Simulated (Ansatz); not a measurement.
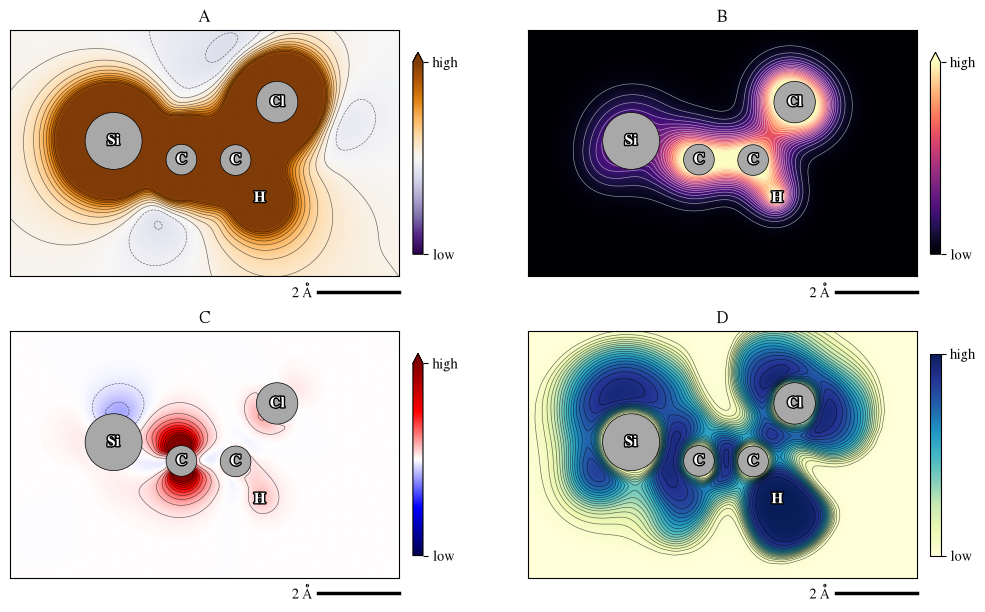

C$_{2}$H$_{2}$ClSi (SMILES [SiH]#C[CH]Cl) (doublet): 4 fields on the plane of atoms C2, C3 and H6, with unlabelled colour scales. Grey discs cover the atomic cores.

Theory: Ansatz 0.2.0, UKS PBE/def2-SVP.

Question: Match the panels to the quantities (electron density, electron localisation function, electrostatic potential and spin density).

Answer: Panel A: electrostatic potential (strongly positive close to the atoms and fading to about zero outside). Panel B: electron density. Panel C: spin density (confined to the atoms that carry the unpaired spin). Panel D: electron localisation function. From the grid: C–C (1.33 Å): the density is about 2.3 e/Å³ at the midpoint; the ELF peaks at about 0.90 between the atoms: a short, multiple covalent bond. C–Si (1.74 Å): ρ is about 1 e/Å³ halfway; the ELF peaks at about 0.90 between the atoms, as expected for localised, covalent bonding.
